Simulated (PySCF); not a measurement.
# C₂H₄F₃N: NMR shielding calculation

C₂H₄F₃N (2,2,2-Trifluoroethylamine), SMILES NCC(F)(F)F, computed with GIAO wB97X-D/pcSseg-2 NMR shielding, non-relativistic, IEF-PCM chloroform (PySCF 2.14.0).

The geometry comes from this level: PBE0-D3(BJ)/def2-TZVP. Figures and captions count atoms from 1; the log counts them from 0 in places.

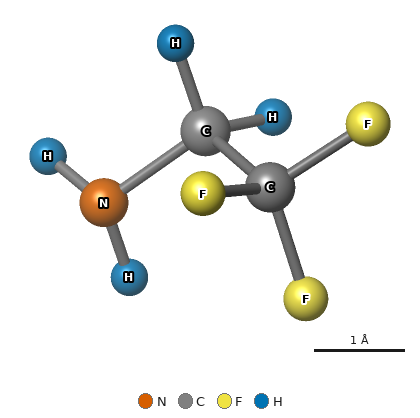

Figure 1. The structure (ball-and-stick view, seen at a tilt). Bond lengths as drawn: C–C 1.51 Å, C–F 1.33 to 1.34 Å, C–H 1.09 to 1.10 Å, C–N 1.44 Å and H–N 1.01 Å.

Summary:

- outcome: converged
- total energy: −432.979105 hartree
- HOMO: −9.39 eV
- LUMO: 2.48 eV
- dipole moment: 3.73 D
- isotropic shielding, N: 246.3 ppm
- isotropic shielding, C: 47.1 to 136.7 ppm
- isotropic shielding, F: 262.7 to 270.9 ppm
- isotropic shielding, H: 28.1 to 30.6 ppm
- hardware: 1 CPU thread, shared host
- wall time: 72 s
- peak memory: 1.1 GiB

The input:
```
{"job": {"kind": "nmr", "xc": "wB97X-D", "basis": "pcSseg-2", "pop": false, "solvent": "chloroform"}, "charge": 0, "multiplicity": 1}
N     -1.354344    -0.246735     0.202711
C     -0.132320     0.517840     0.170449
C      1.042252    -0.379841    -0.139735
F      0.871877    -1.013756    -1.311765
F      2.168389     0.342421    -0.237868
F      1.242853    -1.311040     0.791294
H     -2.097103     0.275388     0.643918
H     -1.655836    -0.497826    -0.729335
H     -0.097129     1.335447    -0.563691
H      0.057356     0.949799     1.154882
```

The first line tells a small driver script what to run in PySCF; the rest is the geometry in Å.

Command:
```bash
OMP_NUM_THREADS=1 python <driver script> task.json out
```

What the program printed:
```
coarse grid: 8976 points
cycle   1  E = -432.8163338681  dE =  9.708e-01  |g| = 9.797e-01  |ddm| = 2.054e+00
cycle   2  E = -432.7981314951  dE =  1.820e-02  |g| = 1.128e+00  |ddm| = 7.977e-01
cycle   3  E = -432.9775454717  dE = -1.794e-01  |g| = 5.067e-02  |ddm| = 3.933e-01
cycle   4  E = -432.9779538006  dE = -4.083e-04  |g| = 2.267e-02  |ddm| = 4.043e-02
cycle   5  E = -432.9780501129  dE = -9.631e-05  |g| = 7.113e-03  |ddm| = 1.926e-02
cycle   6  E = -432.9780614602  dE = -1.135e-05  |g| = 1.721e-03  |ddm| = 6.156e-03
cycle   7  E = -432.9780624041  dE = -9.440e-07  |g| = 6.536e-04  |ddm| = 2.673e-03
final grid: 89712 points
cycle   8  E = -432.9790822615  dE = -2.215e-04  |g| = 1.235e-02  |ddm| = 4.389e-02
cycle   9  E = -432.9790836750  dE = -1.414e-06  |g| = 1.246e-02  |ddm| = 9.984e-03
cycle  10  E = -432.9791043614  dE = -2.069e-05  |g| = 8.164e-04  |ddm| = 4.335e-03
cycle  11  E = -432.9791044804  dE = -1.191e-07  |g| = 3.983e-04  |ddm| = 7.782e-04
cycle  12  E = -432.9791045113  dE = -3.088e-08  |g| = 7.299e-05  |ddm| = 3.464e-04
cycle  13  E = -432.9791045126  dE = -1.265e-09  |g| = 3.008e-05  |ddm| = 9.099e-05
cycle  14  E = -432.9791045129  dE = -2.912e-10  |g| = 6.894e-06  |ddm| = 5.360e-05
```

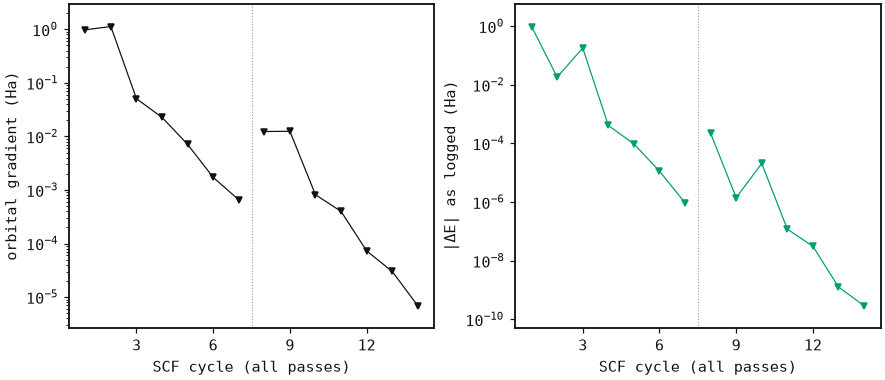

Figure 2. Convergence of the self-consistent field: orbital gradient and size of the energy change against the SCF cycle. The dotted line marks the change from a coarse to the final integration grid. The first 7 cycles use a coarse grid, the final grid takes over at cycle 8, and the field converges after 14 cycles in all.

```
converged SCF energy = -432.9791045129

GIAO shielding tensors (ppm)
atom      isotropic    diamagn.    paramagn.     s11        s22        s33       span
  0 N      246.314     311.729     -65.415    211.779    256.867    270.296     58.517
  1 C      136.729     242.324    -105.595    117.332    136.738    156.119     38.788
  2 C       47.052     239.624    -192.572     42.421     46.947     51.789      9.368
  3 F      269.271     469.320    -200.048    176.342    278.533    352.939    176.596
  4 F      262.698     467.356    -204.658    173.421    264.862    349.811    176.389
  5 F      270.899     467.783    -196.884    183.026    277.812    351.858    168.832
  6 H       30.433      30.163       0.270     22.966     26.629     41.705     18.739
  7 H       30.622      31.060      -0.438     22.932     28.444     40.492     17.560
  8 H       28.148      29.988      -1.840     23.182     28.105     33.158      9.975
  9 H       28.457      29.747      -1.290     24.520     28.096     32.756      8.236
```

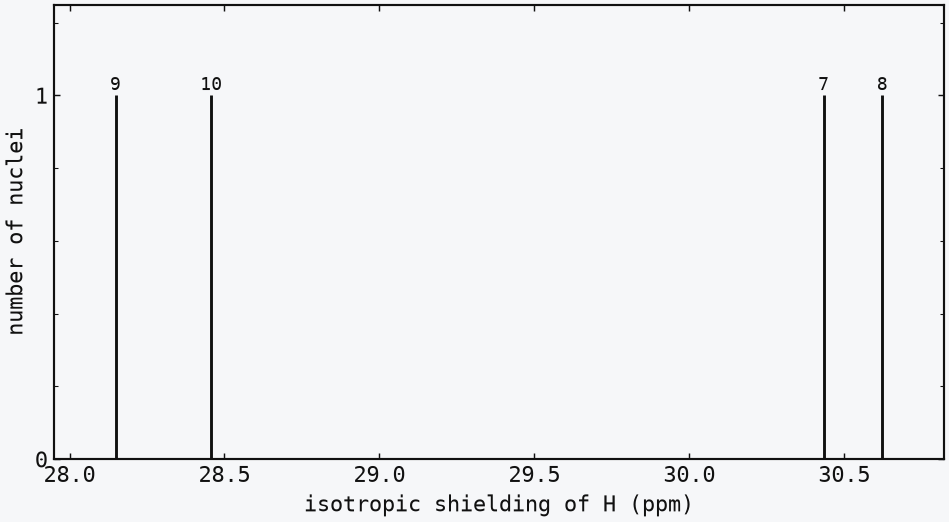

Figure 3. Isotropic shieldings of the hydrogen nuclei in this fixed geometry, labelled by atom number; shielding grows to the right, so chemical shift grows to the left. The least shielded is H9 (28.1 ppm), the most shielded H8 (30.6 ppm).
